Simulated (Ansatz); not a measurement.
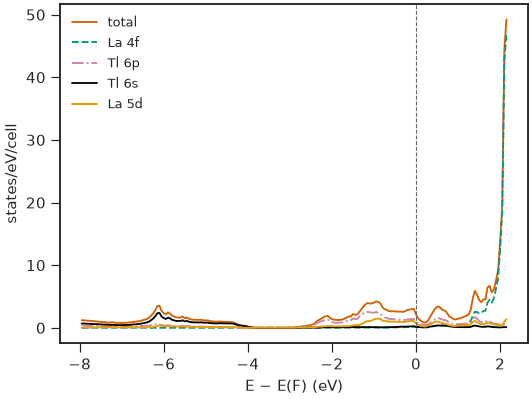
Figure: Total and projected density of states of LaTl$_{3}$ (Cu3Au type, Pm-3m), the program Ansatz at the r²SCAN level (PAW)

Which orbitals carry the states next to the Fermi level?

Within 0.5 eV of the Fermi level: Tl 6p 48 %, La 5d 34 %, Tl 6s 8 %, La 4f 6 %. Projections are on Löwdin-orthogonalised atomic valence shells; empty p or d shells of many metals are not among them.

Where is the tallest occupied peak in this window, and what makes it?

Near -0.9 eV, about 4.2 states/eV per cell; the largest projected share is Tl 6p.

The first step of the workflow began from a Materials Project structure, measured or hypothetical; the Crystallography Open Database files this formula in space group No. 221, but the cells were not matched. Whether it is the stable phase at ambient conditions was not checked. Symmetry was held in the r²SCAN relaxation; its stability against distortions is not shown here. Spin–orbit coupling is left out wherever it is not named.

Potentials: the later of the program's two PAW sets.
